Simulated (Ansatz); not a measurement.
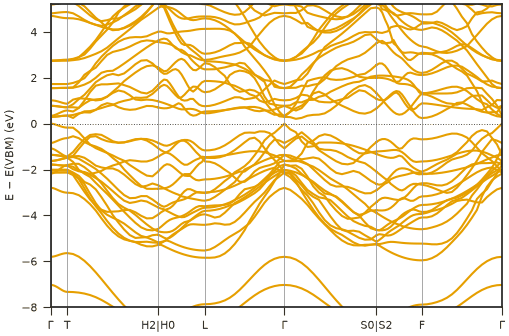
Figure: Band structure from plane-wave PAW PBE+D3(BJ) (Ansatz code)

The gap is 0.23 eV; an edge lies off the plotted path or next to a special point (maximum at Γ, minimum off the standard path).

The material is Ge2Sb2Te5 in space group R-3m (No. 166; Pearson symbol hR9).

The start of the workflow was typed in or built on a structure type; neither database checked (COD, Materials Project) lists it. It is not the phase usual at ambient conditions (space group No. 164). Symmetry was held in the PBE+D3(BJ) relaxation; whether a distortion lowers the energy is not shown. Spin–orbit coupling is left out wherever it is not named.

Potentials: the earlier of the program's two PAW sets.
